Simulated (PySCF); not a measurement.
Input

```
{"job": {"kind": "nmr", "xc": "PBE0", "basis": "pcSseg-1"}, "charge": 1, "multiplicity": 1}
F      2.730628    -1.508184     0.359659
C      2.448003    -0.274821    -0.126011
F      2.779483    -0.312219    -1.439481
C      0.964295    -0.024433     0.001816
C      0.474184     1.030235     0.705632
C     -0.911784     1.349457     0.887879
C     -1.955349     0.660881     0.398005
C     -1.906965    -0.578972    -0.439252
Si    -0.171705    -1.226896    -0.838875
Cl     0.322541    -2.791464    -1.882928
H      3.089353     0.459851     0.378980
H      1.179039     1.703176     1.178256
H     -1.113511     2.230595     1.479647
H     -2.954985     1.013135     0.612049
H     -2.507065    -1.343045     0.069796
H     -2.473763    -0.378353    -1.356584
```

Launched as:

```sh
OMP_NUM_THREADS=1 python probes_run.py task.json out
```

Geometry: GFN2-xTB.

The calculation used PBE0/pcSseg-1, SCF density, gas phase, non-relativistic (PySCF).

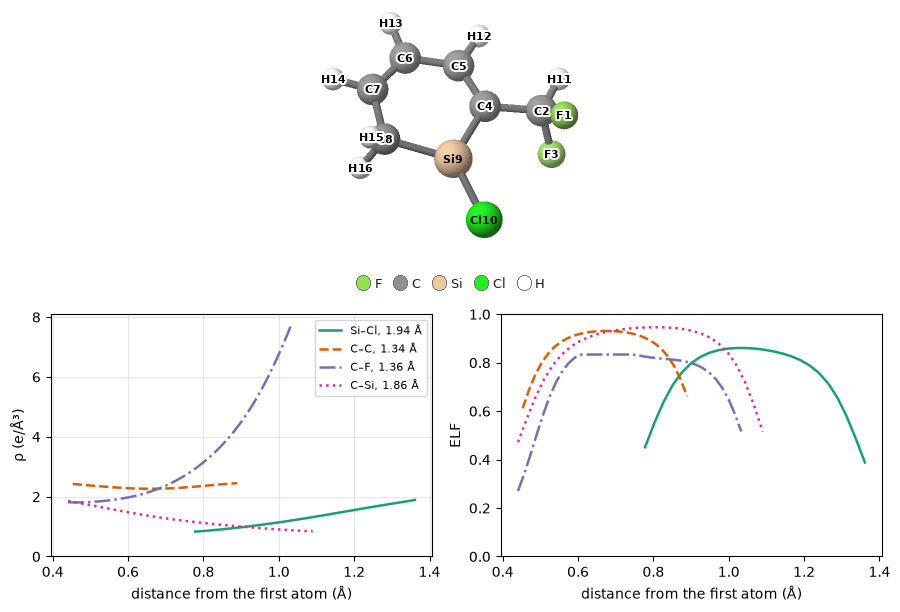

C6H6ClF2Si (charge +1). Electron density and ELF along straight lines between neighbouring atoms. The curves leave out the atomic cores. The structure is drawn too.

What kind of bonding do the profiles show?

Si–Cl (1.94 Å): ρ at the midpoint is about 1.1 e/Å³; the ELF peaks at about 0.85 between the atoms; a short, strongly polar bond.
C–C (1.34 Å): the density is about 2.3 e/Å³ at the midpoint; the ELF peaks at about 0.95 between the atoms; a short, multiple covalent bond.
C–F (1.36 Å): ρ at the midpoint is about 2.2 e/Å³, with its minimum of 1.8 e/Å³ about 0.5 Å from C; the ELF peaks at about 0.85 between the atoms; a shared but strongly polarised pair.
C–Si (1.86 Å): the density is about 0.97 e/Å³ at the midpoint; the ELF peaks at about 0.95 between the atoms: a covalent bond.
